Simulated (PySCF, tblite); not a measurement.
# CH7B2NP2: dynamics, then NMR shifts on frames, part 2 of 2

tblite 0.8.0 and PySCF 2.14.0. Atoms count from 0.

## Step 5: NMR shieldings: 625 fs, PBE0/pcSseg-1

What the job is given:

```
{"job": {"kind": "nmr", "xc": "PBE0", "basis": "pcSseg-1", "pop": false}, "charge": 0, "multiplicity": 1}
N     -1.817100    -2.738000     2.160100
C     -1.737900    -1.846400     1.419000
B     -1.689200    -0.708300     0.358900
P     -1.351000     0.980600     1.240800
B      0.643600     0.943800     0.918000
P      0.129200    -0.579800    -0.416500
H     -2.576100    -0.749300    -0.478100
H     -1.669700     1.275400     2.478700
H     -1.980900     1.882900     0.346800
H      1.044000     1.996100     0.388300
H      1.087700     0.423400     1.908700
H     -0.086400    -0.225700    -1.731700
H      0.855000    -1.729400    -0.586800
```

With the program's defaults for keys left out, this is: GIAO PBE0/pcSseg-1 NMR shielding, non-relativistic, gas phase.

The log of the run:

```text
coarse grid: 11912 points
cycle   1  E = -828.8785248617  dE =  5.931e-01  |g| = 4.239e-01  |ddm| = 3.313e+00
cycle   2  E = -828.8086081018  dE =  6.992e-02  |g| = 7.169e-01  |ddm| = 1.245e+00
cycle   3  E = -828.9282332646  dE = -1.196e-01  |g| = 1.784e-01  |ddm| = 6.971e-01
cycle   4  E = -828.9360408019  dE = -7.808e-03  |g| = 3.763e-02  |ddm| = 1.882e-01
cycle   5  E = -828.9363880590  dE = -3.473e-04  |g| = 7.864e-03  |ddm| = 4.440e-02
cycle   6  E = -828.9364060729  dE = -1.801e-05  |g| = 2.035e-03  |ddm| = 1.333e-02
cycle   7  E = -828.9364074355  dE = -1.363e-06  |g| = 3.539e-04  |ddm| = 3.417e-03
final grid: 106072 points
cycle   8  E = -828.9705550640  dE = -2.504e-05  |g| = 5.633e-03  |ddm| = 2.603e-02
cycle   9  E = -828.9705545421  dE =  5.219e-07  |g| = 5.940e-03  |ddm| = 1.328e-02
cycle  10  E = -828.9705641532  dE = -9.611e-06  |g| = 1.243e-03  |ddm| = 7.005e-03
cycle  11  E = -828.9705644735  dE = -3.202e-07  |g| = 3.293e-04  |ddm| = 9.697e-04
cycle  12  E = -828.9705644974  dE = -2.387e-08  |g| = 7.588e-05  |ddm| = 3.788e-04
cycle  13  E = -828.9705644992  dE = -1.794e-09  |g| = 1.560e-05  |ddm| = 1.139e-04
cycle  14  E = -828.9705644992  dE = -7.753e-11  |g| = 2.869e-06  |ddm| = 2.850e-05
converged SCF energy = -828.9705644992

GIAO shielding tensors (ppm)
atom      isotropic    diamagn.    paramagn.     s11        s22        s33       span
  0 N      -88.432     337.389    -425.821   -272.303   -258.971    265.977    538.280
  1 C       54.705     259.669    -204.963    -66.357    -61.673    292.145    358.502
  2 B      139.088     192.083     -52.995    121.189    147.172    148.903     27.713
  3 P      478.755     969.409    -490.653    436.112    459.709    540.445    104.334
  4 B      128.061     192.426     -64.365    105.784    132.794    145.605     39.821
  5 P      476.001     968.346    -492.345    404.014    486.790    537.197    133.183
  6 H       28.227      27.590       0.637     25.711     26.454     32.516      6.805
  7 H       28.610      31.569      -2.959     24.418     24.792     36.618     12.201
  8 H       27.017      29.761      -2.744     23.452     24.693     32.907      9.454
  9 H       27.542      27.348       0.194     23.697     26.429     32.499      8.802
 10 H       27.696      28.801      -1.106     24.788     27.222     31.077      6.289
 11 H       27.965      31.028      -3.064     24.121     25.553     34.220     10.100
 12 H       27.900      30.777      -2.877     23.455     24.606     35.640     12.185
```

It took 24 s on 1 thread of Arm Neoverse N1, shared host; peak memory 0.75 GiB.

In short: δ C1 132.2, N0 356.2, B4 -28.0, B2 -39.0, H8 4.70, H9 4.18 ppm.

## Step 6: Nuclear shieldings: 800 fs, PBE0/pcSseg-1

What the job is given:

```
{"job": {"kind": "nmr", "xc": "PBE0", "basis": "pcSseg-1", "pop": false}, "charge": 0, "multiplicity": 1}
N     -0.962400    -2.853900     1.501900
C     -1.489200    -1.936700     1.044700
B     -1.877400    -0.583400     0.362700
P     -1.659700     0.792300     1.557300
B      0.277700     0.833400     0.987900
P     -0.422900     0.300200    -0.674900
H     -2.803100    -0.642900    -0.360300
H     -1.948100     0.345900     2.894400
H     -2.713900     1.776800     1.629700
H      0.930500     1.854100     0.997900
H      0.709800    -0.044400     1.561800
H     -0.754600     1.327100    -1.636700
H      0.603800    -0.248300    -1.456300
```

Method: GIAO PBE0/pcSseg-1 NMR shielding, non-relativistic, gas phase.

The log of the run:

```text
coarse grid: 11912 points
cycle   1  E = -828.8451888916  dE =  8.089e-01  |g| = 4.742e-01  |ddm| = 3.380e+00
cycle   2  E = -828.7683688295  dE =  7.682e-02  |g| = 7.478e-01  |ddm| = 1.431e+00
cycle   3  E = -828.9093748002  dE = -1.410e-01  |g| = 1.941e-01  |ddm| = 8.117e-01
cycle   4  E = -828.9178678933  dE = -8.493e-03  |g| = 5.231e-02  |ddm| = 1.972e-01
cycle   5  E = -828.9185297101  dE = -6.618e-04  |g| = 1.038e-02  |ddm| = 6.483e-02
cycle   6  E = -828.9185599032  dE = -3.019e-05  |g| = 2.448e-03  |ddm| = 1.944e-02
cycle   7  E = -828.9185616803  dE = -1.777e-06  |g| = 5.468e-04  |ddm| = 4.150e-03
final grid: 106072 points
cycle   8  E = -828.9516366549  dE = -3.154e-05  |g| = 6.622e-03  |ddm| = 3.208e-02
cycle   9  E = -828.9516343375  dE =  2.317e-06  |g| = 7.194e-03  |ddm| = 1.624e-02
cycle  10  E = -828.9516491925  dE = -1.486e-05  |g| = 9.755e-04  |ddm| = 9.656e-03
cycle  11  E = -828.9516493861  dE = -1.936e-07  |g| = 4.867e-04  |ddm| = 1.179e-03
cycle  12  E = -828.9516494348  dE = -4.867e-08  |g| = 1.257e-04  |ddm| = 4.650e-04
cycle  13  E = -828.9516494389  dE = -4.110e-09  |g| = 2.256e-05  |ddm| = 1.676e-04
cycle  14  E = -828.9516494391  dE = -1.428e-10  |g| = 7.445e-06  |ddm| = 4.820e-05
converged SCF energy = -828.9516494391

GIAO shielding tensors (ppm)
atom      isotropic    diamagn.    paramagn.     s11        s22        s33       span
  0 N      -89.436     337.539    -426.975   -292.023   -252.454    276.169    568.192
  1 C       56.247     264.740    -208.493    -64.025    -55.869    288.635    352.660
  2 B      137.749     193.456     -55.706    118.648    142.664    151.936     33.288
  3 P      458.851     967.022    -508.170    326.331    502.889    547.334    221.004
  4 B      131.311     193.262     -61.951    102.773    144.433    146.726     43.953
  5 P      451.955     968.509    -516.554    316.421    481.994    557.451    241.030
  6 H       29.259      28.181       1.079     26.044     27.491     34.242      8.198
  7 H       26.650      28.262      -1.612     21.806     24.344     33.800     11.995
  8 H       26.427      27.905      -1.478     22.592     23.872     32.817     10.225
  9 H       28.944      28.423       0.521     24.744     27.025     35.062     10.318
 10 H       28.457      30.917      -2.460     26.933     27.410     31.028      4.095
 11 H       26.908      29.646      -2.738     22.964     24.839     32.923      9.959
 12 H       26.930      30.690      -3.759     22.213     23.693     34.885     12.671
```

Run time: 24 s. Hardware: 1 thread of Arm Neoverse N1, shared host; peak memory 0.75 GiB.

This run: δ C1 130.7, N0 357.2, B4 -31.2, B2 -37.7, H8 5.29, H7 5.07 ppm.

## Step 7: Nuclear shieldings: 1000 fs, PBE0/pcSseg-1

What the job is given:

```
{"job": {"kind": "nmr", "xc": "PBE0", "basis": "pcSseg-1", "pop": false}, "charge": 0, "multiplicity": 1}
N     -1.279900    -3.315200     0.961900
C     -1.727700    -2.275000     0.705500
B     -2.139400    -0.857000     0.388000
P     -1.673500     0.271900     1.927200
B     -0.055500     0.894800     1.070100
P     -0.720800     0.047700    -0.662200
H     -3.269200    -0.881400    -0.072000
H     -1.720400    -0.694600     3.004300
H     -2.562200     1.245000     2.405200
H     -0.056900     2.049200     0.786400
H      0.899900     0.446700     1.565100
H     -1.274900     1.266200    -1.055100
H     -0.057800    -0.195100    -1.885400
```

With the program's defaults for keys left out, this is: GIAO PBE0/pcSseg-1 NMR shielding, non-relativistic, gas phase.

The log of the run:

```text
coarse grid: 11912 points
cycle   1  E = -828.8613124879  dE =  6.656e-01  |g| = 4.497e-01  |ddm| = 3.317e+00
cycle   2  E = -828.8006808745  dE =  6.063e-02  |g| = 6.994e-01  |ddm| = 1.312e+00
cycle   3  E = -828.9185648824  dE = -1.179e-01  |g| = 1.994e-01  |ddm| = 7.272e-01
cycle   4  E = -828.9277501317  dE = -9.185e-03  |g| = 4.506e-02  |ddm| = 1.925e-01
cycle   5  E = -828.9282322653  dE = -4.821e-04  |g| = 1.071e-02  |ddm| = 5.361e-02
cycle   6  E = -828.9282651025  dE = -3.284e-05  |g| = 2.568e-03  |ddm| = 1.747e-02
cycle   7  E = -828.9282671055  dE = -2.003e-06  |g| = 3.728e-04  |ddm| = 4.093e-03
final grid: 106072 points
cycle   8  E = -828.9624743984  dE = -2.696e-05  |g| = 6.272e-03  |ddm| = 3.051e-02
cycle   9  E = -828.9624732777  dE =  1.121e-06  |g| = 6.707e-03  |ddm| = 1.500e-02
cycle  10  E = -828.9624858666  dE = -1.259e-05  |g| = 1.249e-03  |ddm| = 8.135e-03
cycle  11  E = -828.9624861811  dE = -3.145e-07  |g| = 4.036e-04  |ddm| = 1.037e-03
cycle  12  E = -828.9624862155  dE = -3.442e-08  |g| = 1.095e-04  |ddm| = 4.632e-04
cycle  13  E = -828.9624862191  dE = -3.546e-09  |g| = 1.663e-05  |ddm| = 1.455e-04
cycle  14  E = -828.9624862191  dE = -7.913e-11  |g| = 4.373e-06  |ddm| = 3.570e-05
converged SCF energy = -828.9624862191

GIAO shielding tensors (ppm)
atom      isotropic    diamagn.    paramagn.     s11        s22        s33       span
  0 N      -94.292     337.393    -431.685   -267.215   -260.209    244.548    511.762
  1 C       51.543     263.946    -212.403    -74.095    -63.636    292.360    366.455
  2 B      129.540     191.064     -61.524     99.971    138.151    150.498     50.528
  3 P      451.460     967.877    -516.417    346.191    457.363    550.826    204.635
  4 B      127.410     191.765     -64.354     89.478    137.077    155.677     66.199
  5 P      493.320     968.410    -475.091    375.895    535.614    568.450    192.554
  6 H       27.938      26.584       1.354     25.410     26.282     32.123      6.713
  7 H       26.317      27.926      -1.609     21.659     24.934     32.359     10.700
  8 H       27.240      28.673      -1.433     22.698     24.842     34.181     11.483
  9 H       27.967      29.912      -1.945     23.240     27.394     33.267     10.027
 10 H       28.186      28.981      -0.795     24.129     27.909     32.521      8.392
 11 H       27.645      31.408      -3.763     23.138     26.584     33.212     10.074
 12 H       27.421      29.372      -1.950     22.806     23.832     35.626     12.820
```

It took 24 s on 1 thread of Arm Neoverse N1, shared host; peak memory 0.75 GiB.

This run: δ C1 135.4, N0 362.0, B4 -27.3, B2 -29.5, H7 5.40, H8 4.48 ppm.

## Step 8: Side by side: NMR shifts

Shifts (ppm) of some atoms, chosen among heavy atoms and hydrogens apart, with basis size and wall time:

| frame | C1 | H7 | H9 | N0 | B4 | P5 | P3 | functions | time |
| --- | --- | --- | --- | --- | --- | --- | --- | --- | --- |
| 250 fs | 128.4 | 3.52 | 1.92 | 355.5 | -33.7 | -146.8 | -149.1 | 151 | 25 s |
| 425 fs | 139.9 | 4.85 | 2.28 | 377.5 | -37.9 | -136.5 | -133.9 | 151 | 24 s |
| 625 fs | 132.2 | 3.11 | 4.18 | 356.2 | -28.0 | -157.6 | -160.4 | 151 | 24 s |
| 800 fs | 130.7 | 5.07 | 2.77 | 357.2 | -31.2 | -133.6 | -140.5 | 151 | 24 s |
| 1000 fs | 135.4 | 5.40 | 3.75 | 362.0 | -27.3 | -174.9 | -133.1 | 151 | 24 s |

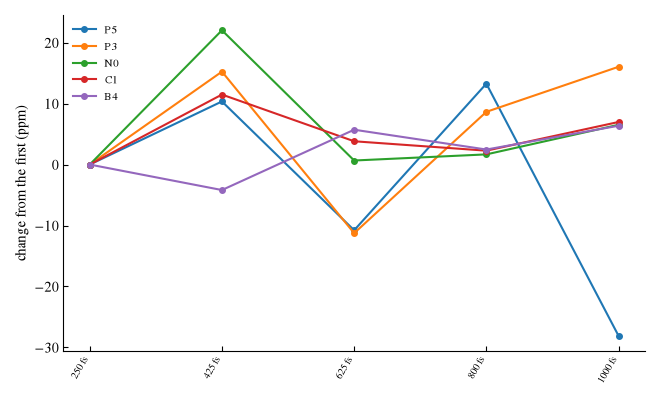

How five of the tabulated atoms move from run to run.

## Step 9: Results

What follows sums up all 2 parts.

| quantity | value |
| --- | --- |
| thermostat | 400 K |
| mean temperature, second half | 391 K |
| mean potential energy above the minimum | 0.57 eV |
| ¹³C shifts against TMS (PBE0/pcSseg-1, 250 fs) | 128.4 ppm |
| ¹H shifts against TMS (PBE0/pcSseg-1, 250 fs) | 4.89, 4.49, 4.20, 4.19, 3.52, 2.88, 1.92 ppm |
| ¹⁵N shifts against NH3 (PBE0/pcSseg-1, 250 fs) | 355.5 ppm |
| ¹¹B shifts against BF3·OEt2 (PBE0/pcSseg-1, 250 fs) | -32.1, -33.7 ppm |
| ³¹P shifts against H3PO4 (PBE0/pcSseg-1, 250 fs) | -146.8, -149.1 ppm |
| range of the shift of P5 | -174.9 to -133.6 ppm |

**Reading.** In the second half the potential energy averages 0.57 eV above the minimum; equipartition over 33 harmonic modes at 400 K would give 0.57 eV. With 13 atoms the temperature swings widely (182 to 573 K). Shifts at one fixed geometry are not the observed spectrum, which averages over the motion. In the first frame run (250 fs): The largest span, 529 ppm, is at N0, where the paramagnetic term is -425 ppm. Across the 5 runs the shift of P5 moves most, between -174.9 (1000 fs) and -133.6 ppm (800 fs).
